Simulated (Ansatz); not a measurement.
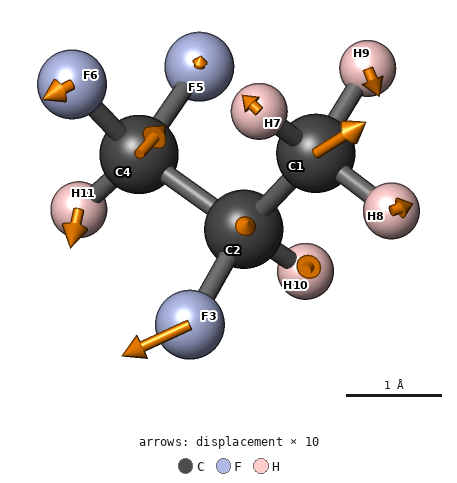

This is a relaxation of C3H5F3 (coarse preliminary run). The starting structure is drawn; orange arrows show the displacements, 10 times their true length. The two geometries are superimposed by the best rigid fit.

A ball-and-stick model, seen from a free direction.

The start comes from a force field.

Level of theory: Ansatz, RKS PBE-D4/def2-SVP.

The input:
```yaml
crystal:
  periodic: [false, false, false]
  atoms:
    - {symbol: C, position_ang: [-0.078600, 1.104000, -0.523000]}
    - {symbol: C, position_ang: [0.120000, -0.350400, -0.516000]}
    - {symbol: F, position_ang: [1.354300, -0.574900, -0.989400]}
    - {symbol: C, position_ang: [0.046000, -0.934800, 0.870100]}
    - {symbol: F, position_ang: [-1.318800, -0.864300, 1.262400]}
    - {symbol: F, position_ang: [0.711200, -0.241400, 1.779000]}
    - {symbol: H, position_ang: [0.626800, 1.676900, 0.096500]}
    - {symbol: H, position_ang: [0.029800, 1.553200, -1.558600]}
    - {symbol: H, position_ang: [-1.131000, 1.407000, -0.142100]}
    - {symbol: H, position_ang: [-0.567400, -0.839500, -1.180500]}
    - {symbol: H, position_ang: [0.273100, -1.992800, 0.922100]}
basis:
  gaussian: {orbitals: def2-SVP}
hamiltonian: {xc: pbe, dispersion: d4}
relax: {f_tol: 0.03, max_steps: 200}
```

**What happened in the run?**

After 4 geometry steps the energy has fallen by 8.54 kcal/mol. Largest force component: 2.9 eV/Å at the start, 0.019 eV/Å at the end. The largest move after the best rigid fit is that of F3, 0.080 Å. By element the largest moves are F 0.080 Å, C 0.072 Å, H 0.044 Å. Near-neighbour distances that change, for instance: C4–F5 1.422 → 1.369 Å, C1–H9 1.159 → 1.108 Å, C2–F3 1.341 → 1.393 Å, C1–C2 1.468 → 1.515 Å. Bond angles that change, for instance: F5–C4–H11 103.7° → 109.1°, C2–C1–H7 115.3° → 109.9°, H7–C1–H8 104.3° → 109.2°. The run took of the order of 22 core-seconds on a shared host.
